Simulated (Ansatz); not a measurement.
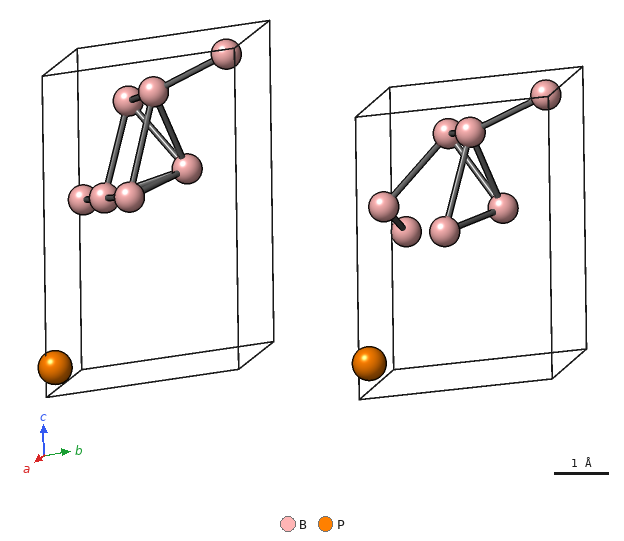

Two geometries of a crystal of B7P (a generated structure, set up in P1) (coarse preliminary run), drawn at one scale. One is the start of a relaxation, the other its converged end. The picture is a ball-and-stick view of the cell of the calculation, seen slightly off an axis.

Computed with Ansatz, DFT PBE, scalar-relativistic, plane waves, PAW. Set-up: plane-wave cutoff 420 eV; k-point mesh 6 × 4 × 4; occupations gaussian; smearing width 0.1 eV; no spin polarisation; cell and atoms relaxed; force threshold 0.04 eV/Å; at most 70 steps.

Which geometry has the lower energy?

The right one is the relaxed one. The energy falls by 192 meV per atom in 14 accepted moves (16 points after the start). The largest force component goes from 0.59 to 0.011 eV/Å. Pressure: 1.22 GPa at the start and −0.09 GPa at the end. The line search rejected the trial step at point 12 of the run. At 1 point the geometry stayed and the basis and grid were re-selected for the new cell (energy shift of 0.6 meV per atom at most each time). The largest move relative to the cell is that of a B atom, 0.82 Å roughly along [0 −3 1]. Largest moves by element: B 0.82 Å, P 0.23 Å. The drawn cell changes as follows: a 3.093 → 3.126 Å (+1.1 %), b 4.361 → 4.364 Å (+0.1 %), c 6.180 → 5.430 Å (−12.1 %), α 76.5° → 78.4°, β 86.5° → 87.4°, γ 70.4° → 69.7°; the volume changes by −10.9 %. Among the contacts that change: B–B 3.143 → 2.249 Å, B–B 1.902 → 2.749 Å, B–P 2.788 → 1.943 Å, B–B 2.714 → 1.901 Å. New bonds form: B–P (2.79 → 1.94 Å). Among the angles between lasting bonds that change: B–B–B 175.0° → 112.8°, B–B–B 105.4° → 63.9°, B–B–B 66.6° → 101.0°. The space group stays P1 (No. 1). The run took 2.7 min on 1 thread of Arm Neoverse V1 (shared host), peak memory 0.34 GiB.
